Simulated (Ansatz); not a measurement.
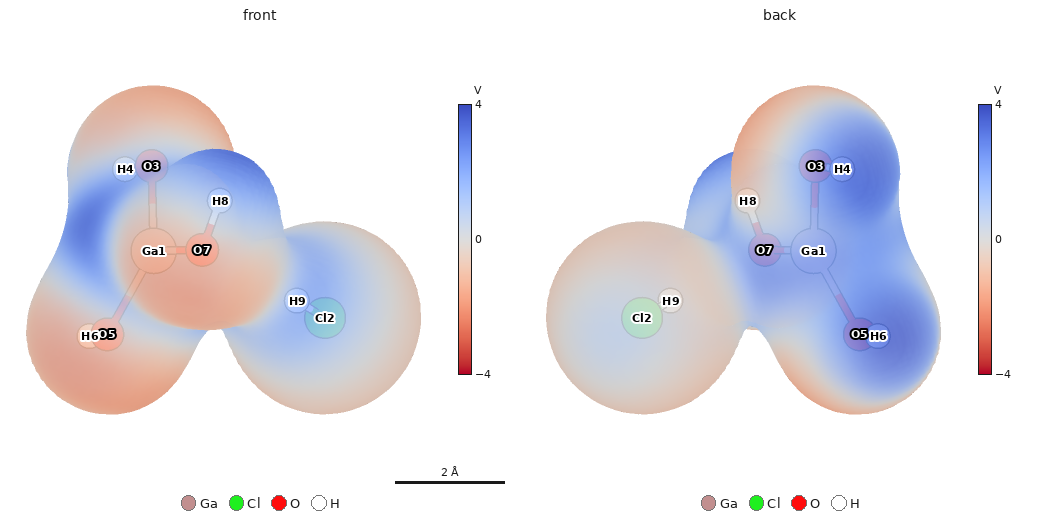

The picture shows: GaH$_{3}$O$_{3}$···HCl. The molecular electrostatic potential painted on the density surface at 0.004 e/bohr³, seen from the front and from behind; red is negative and blue positive.

Not at a stationary point (largest force 1.0 eV/Å).

These are results of RKS PBE-D4/def2-SVP (Ansatz 0.2.0), not measurements.

| atom | x (Å) | y (Å) | z (Å) |
| --- | --- | --- | --- |
| Ga | 0.0018 | 0.5171 | -0.2510 |
| Cl | -0.2068 | -0.1911 | 3.1040 |
| O | 1.6024 | -0.1485 | -0.7363 |
| H | 1.5317 | -1.0000 | -1.2054 |
| O | -1.6379 | -0.0874 | -0.6492 |
| H | -1.6278 | -1.0067 | -0.9738 |
| O | 0.0409 | 2.0863 | 0.6274 |
| H | 0.9617 | 2.4086 | 0.6898 |
| H | -0.2229 | 1.0288 | 2.5384 |

Q: Describe the electrostatic potential map.

A: The most negative region (about −1.7 V) lies over O5, the most positive (about +3.2 V) over H4 and H6. Cl2 shows a σ-hole: about +0.5 V at the tip opposite its bond, against about −0.5 V on its flanks. O5 is the likeliest acceptor of a hydrogen bond.
